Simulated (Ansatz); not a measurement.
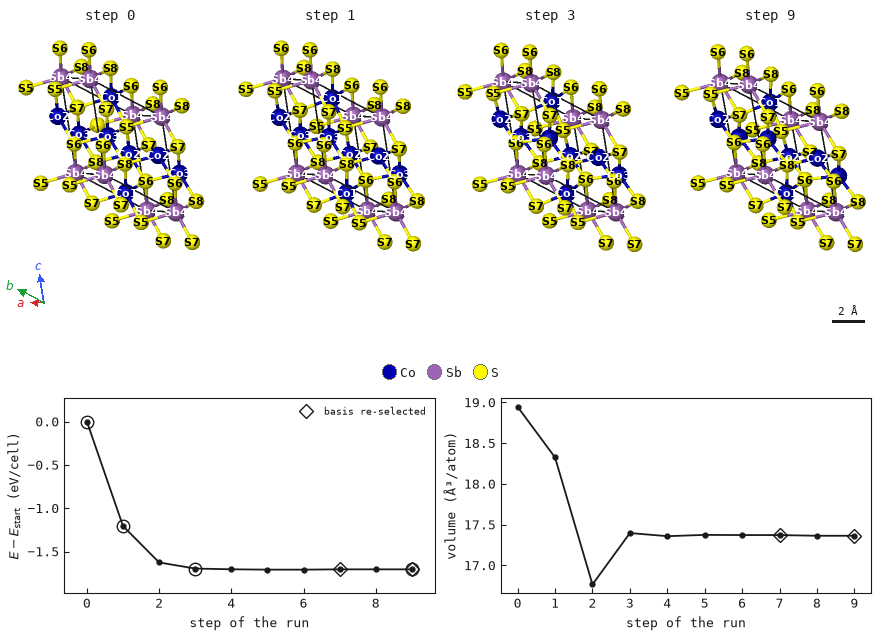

Frames of a relaxation of a crystal of Co3SbS4 (a generated structure, set up in I-42m), marked on the history of the run. A ball-and-stick model of the cell of the calculation, seen from a free direction.

All numbers below come from DFT, PAW plane waves, r2SCAN (Ansatz). (plane-wave cutoff 500 eV; k-point mesh 4 × 4 × 4; occupations cold; smearing width 0.1363 eV; no spin polarisation; cell and atoms relaxed; at most 40 steps)

> What happens along the run?

The largest moves relative to the cell, 0.29 Å, are those of S5, S6, S7 and S8. S5 goes along [2 2 −1]. Co and Sb stay in place. The volume changes by −8.4 %, with a = b 5.334 → 5.282 Å (−1.0 %), c 6.527 → 6.224 Å (−4.6 %), α 65.9° → 64.9°, β 65.9° → 64.9°. Near-neighbour distances that change, for instance: Sb4–S5 2.383 → 2.605 Å, Co1–S5 2.322 → 2.139 Å, Co2–S5 2.267 → 2.157 Å. Among the angles between lasting bonds that change: S5–Co1–S7 105.5° → 94.6°, S5–Co2–S7 112.6° → 122.5°, Co2–S8–Sb4 108.3° → 98.9°. The space group stays I-42m (No. 121). After 7 accepted moves (9 points after the start) the energy has fallen by 1.705 eV per cell of the calculation. Largest force component: 1.5 eV/Å at the start, 0.00045 eV/Å at the end. The pressure goes from −5.65 to 0.00 GPa. The SCF was repeated twice at an unchanged geometry on a basis and grid sized afresh for the cell, which shifted the energy by 3.5 meV per cell of the calculation at most. The run took about 2.4 core-minutes on a shared host. From step 0 to 1: S atoms move most (0.14 Å), volume −3.3 %, energy −1.206 eV per cell of the calculation. From step 1 to 3: S atoms move most (0.13 Å), volume −5.1 %, energy −0.490 eV per cell of the calculation. From step 3 to 9: S atoms move most (0.02 Å), volume −0.2 %, energy −9.2 meV per cell of the calculation.
